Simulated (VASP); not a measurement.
# YB6: structure and properties in VASP, part 6 of 6

What structure does YB6 take at this level, and what are its properties? The start is a cell from a database of measured crystal structures.

VASP 6.6.1; LDA; plane waves and PAW (Y_sv, B).

Still holding for the runs below: This run has no spin polarisation. Its electron count is odd, so without a moment it is a metal by construction.

So far. Step 13 (Volume scan with LDA, volume scale 1.04): The run ends at a pressure of -6.89 GPa, with forces up to 0.15 eV/Å.

The database entry behind the starting cell differs from later determinations by our own check (about 0.3 % long, ideal inner coordinate), so it need not match the best structure at ambient conditions.

## 14. Volume scan with LDA, volume scale 1.06

A prediction first. A parabola through the 6 pressures of evenly scaled cells so far, P = 0.00 -189.1 t +347 t² GPa with t = ln(V/V₁) and V₁ the volume at scale 1, gives -9.84 GPa at t = +0.0583.

Contents of INCAR:

```
SYSTEM = YB6
PREC = Accurate
ENCUT = 420
EDIFF = 1E-06
NELM = 100
ISMEAR = 0
SIGMA = 0.05
LREAL = .FALSE.
ALGO = Normal
GGA = CA
NBANDS = 21
LASPH = .TRUE.
LORBIT = 11
LWAVE = .FALSE.
LCHARG = .FALSE.
KPAR = 4
ISIF = 2
```

Contents of POSCAR:

```
YB6
1.0
    4.1223265789      0.0000000000      0.0000000000
    0.0000000000      4.1223265789      0.0000000000
    0.0000000000      0.0000000000      4.1223265789
Y B
1 6
Direct
    0.0000000000      0.0000000000      0.0000000000
    0.1990281892      0.5000000000      0.5000000000
    0.5000000000      0.1990281892      0.5000000000
    0.8009718108      0.5000000000      0.5000000000
    0.5000000000      0.8009718108      0.5000000000
    0.5000000000      0.5000000000      0.1990281892
    0.5000000000      0.5000000000      0.8009718108
```

Contents of KPOINTS:

```
Automatic mesh
0
Gamma
6 6 6
0 0 0
```

The projector-augmented-wave data sets are Y_sv and B (LDA family, release 64).

Launch:

```console
$ mpirun -np 4 vasp_std
```

The log of the run:

```text
[... set-up lines as in an earlier step ...]
 entering main loop
       N       E                     dE             d eps       ncg     rms          rms(c)
DAV:   1     0.687156530815E+02    0.68716E+02   -0.12476E+04   840   0.109E+03
DAV:   2    -0.589171724817E+02   -0.12763E+03   -0.12308E+03  1112   0.238E+02
DAV:   3    -0.635219937417E+02   -0.46048E+01   -0.45561E+01  1307   0.392E+01
DAV:   4    -0.635997835749E+02   -0.77790E-01   -0.77634E-01  1158   0.422E+00
[...]
DAV:  12    -0.544851808263E+02    0.17971E-03   -0.61170E-04  1094   0.132E-01    0.134E-01
DAV:  13    -0.544851688654E+02    0.11961E-04   -0.79642E-05  1106   0.518E-02    0.285E-02
DAV:  14    -0.544851688262E+02    0.39176E-07   -0.24524E-06  1071   0.922E-03
   1 F= -.54485169E+02 E0= -.54484533E+02  d E =-.127219E-02
```

Elapsed: 5.4 s, on 4 MPI ranks of Intel Xeon 6975P-C (Granite Rapids), shared host; peak memory 0.57 GiB; 19 s of CPU time.

From OUTCAR (step 14):

```text
  Total       -4.3263497     -4.3263497     -4.3263497     -0.0000000      0.0000000     -0.0000000
  in kB      -98.9475442    -98.9475442    -98.9475442     -0.0000000      0.0000000     -0.0000000
  external PRESSURE =     -98.9475442 kB  Pullay stress =       0.0000000 kB

 POSITION                                       TOTAL-FORCE (eV/Angst)
 -----------------------------------------------------------------------------------
      0.00000      0.00000      0.00000         0.000000      0.000000      0.000000
      0.82046      2.06116      2.06116         0.214121     -0.000000      0.000000
      2.06116      0.82046      2.06116         0.000000      0.214121      0.000000
      3.30187      2.06116      2.06116        -0.214121      0.000000      0.000000
      2.06116      3.30187      2.06116         0.000000     -0.214121      0.000000
      2.06116      2.06116      0.82046         0.000000     -0.000000      0.214121
      2.06116      2.06116      3.30187         0.000000      0.000000     -0.214121
 -----------------------------------------------------------------------------------
    total drift:                                0.000000     -0.000000     -0.000000

  FREE ENERGIE OF THE ION-ELECTRON SYSTEM (eV)
  ---------------------------------------------------
  free  energy   TOTEN  =       -54.4851688262 eV

  energy  without entropy=      -54.4838966322  energy(sigma->0) =      -54.48453273

[... 1 part as in an earlier step ...]

[... 2 further parts left out ...]
[key lines of the parts left out:]
E-fermi :   6.3729
```

The pressure falls from -6.89 to -9.89 GPa. The parabola predicted -9.84 GPa, +0.06 GPa off.

## 15. Comparing the runs

Times are for 4 MPI ranks of Intel Xeon 6975P-C (Granite Rapids), shared host. Results by setting:

```tsv
no.	volume scale	energy above the lowest point (meV/atom)	pressure (GPa)	time	memory (GiB)
1	0.94	22.15	13.04	5.6 s	0.57
2	0.96	9.58	8.289	4.8 s	0.58
3	0.98	2.35	3.965	4.6 s	0.57
4	1	0	-2.83e-4	6.2 s	0.58
5	1.02	2.11	-3.591	5.6 s	0.56
6	1.04	8.27	-6.888	4.6 s	0.55
7	1.06	18.14	-9.895	5.4 s	0.57
```

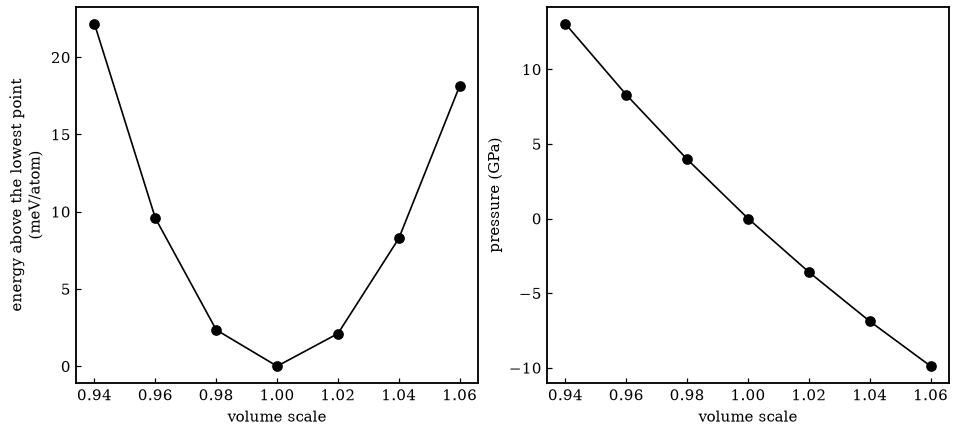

The series as plots.

## 16. Fit for LDA

This step: Birch-Murnaghan fit, LDA; plane waves and PAW (VASP 6.6.1).

Derived from the runs above.

This step gave:

```
pressure derivative of the bulk modulus : 3.558
r.m.s. error of the fit                 : 2.18e-6 eV/atom
minimum inside the sampled range        : yes
bulk modulus                            : 188.5 GPa
equilibrium volume of the fit           : 9.444 Å³/atom
```

The energy above the fitted minimum by volume:

```tsv
volume (Å³/atom)	energy above the fitted minimum (eV/atom)
8.875	0.0221
9.063	0.00958
9.252	0.00235
9.441	-3.6e-6
9.630	0.00210
9.819	0.00826
10.008	0.0181
```

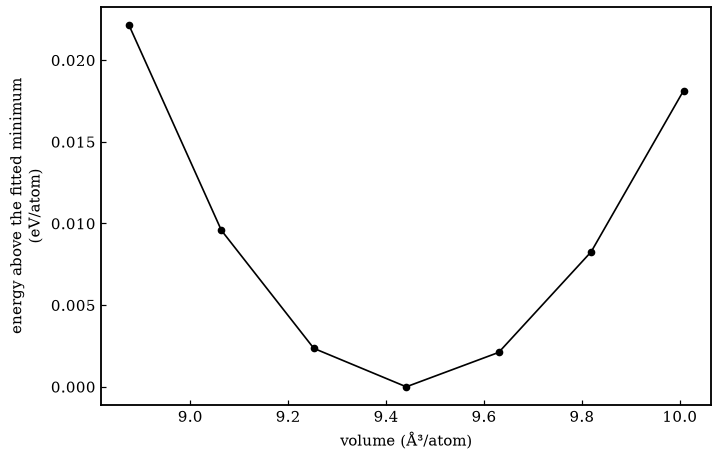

Energy above the fitted minimum against volume.

The fitted volume lies +0.03 % from the relaxed one. The atoms bear forces along the scan, since they were held; freeing them would lower the modulus.

## 17. Summary of results

| Item | Value |
| --- | --- |
| relaxed volume | 9.441 Å³/atom |
| relaxed conventional cell a, b, c | 4.043, 4.043, 4.043 Å |
| space group after relaxing, within 0.02 Å | Pm-3m (No. 221) |
| band gap | none, a metal |
| DOS at the Fermi level | 0.829 states/eV/cell |
| highest zone-centre mode | 1391 cm⁻¹ |
| bulk modulus from the fit | 188 GPa |
| volume from the fit | 9.44 Å³/atom |

What this shows: With LDA, YB6 relaxes to 9.441 Å³/atom in space group Pm-3m (held by the symmetry of the run), comes out as a metal and has a bulk modulus of 188 GPa at fixed shape and positions, an upper bound. Against the listed cell the volume lies -5.0 %. Band structure (LDA): Of the bands kept, 1 crosses the Fermi level on this path. Zone-centre phonons (LDA): The highest mode in this list at Γ, 1390.6 cm⁻¹, is mostly motion of B (100 % of the kinetic energy). Spin-orbit coupling is left out; it would split some degenerate bands. With an odd electron count and no spin the cell is a metal by construction. Modes at Γ alone can't show that the crystal is stable at other wave vectors. No search among competing phases was made, and a listed structure need not be the one stable at ambient conditions. All values are for a static lattice at zero temperature.

[Lines on the potential files, build, host, timing and source positions are cut from VASP's logs without a mark.]

[Logs are printed without paths, hosts, clocks, repeated set-up lines and the standing remarks that a program may print on its own settings, such as how far it seeks lower states.]

[Hosts, paths, dates, database ids (printed as entryN), source tags and the programs' standing remarks are cut or masked in the printed files.]

[A measured line is paired with the nearest computed mode of its activity, which favours agreement.]
